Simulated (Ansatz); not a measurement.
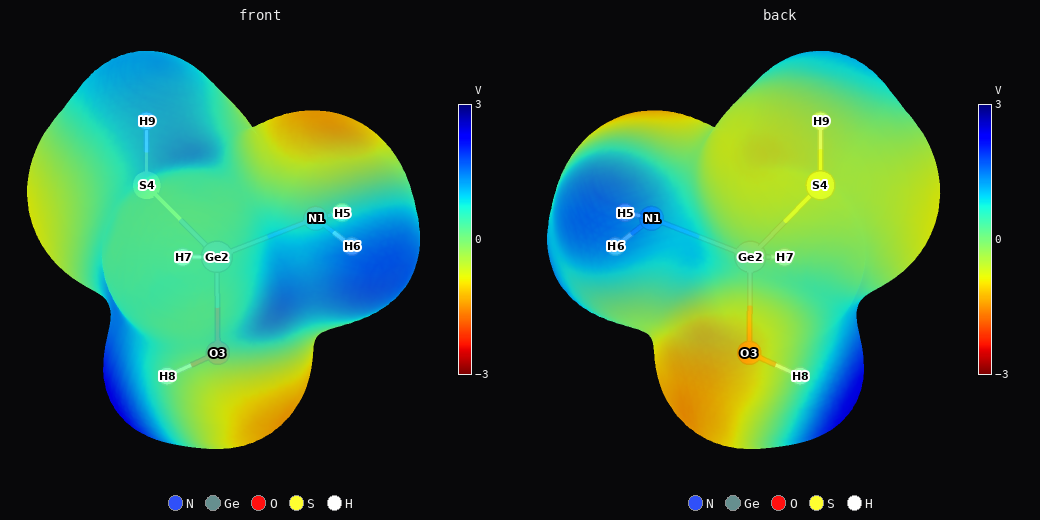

Figure. GeH5NOS (SMILES [NH2][GeH]([OH])[SH]). The electrostatic potential painted on the density surface at 0.002 e/bohr³, seen from the front and from behind; red is negative and blue positive.

Method: RKS B3LYP/def2-mTZVP in Ansatz 0.2.0.

```xyz
9

N     0.1203    0.9098   -1.3434
Ge    0.5434   -0.1293    0.1034
O     0.8927   -1.8093   -0.4298
S    -1.2482   -0.2932    1.4469
H    -0.7117    0.6173   -1.8448
H     0.8752    1.0572   -2.0058
H     1.7649    0.4878    0.8088
H     1.1075   -2.4140    0.2941
H    -1.2262    1.0079    1.8264
```

> Which sites attract a positive test charge, and which a negative one?

A positive charge is drawn to the negative regions and a negative charge to the positive ones. The most negative region (about −1.5 V, or −35 kcal/mol for a unit charge) lies over N1 and O3, the most positive (about +2.3 V, or +53 kcal/mol for a unit charge) over H8.
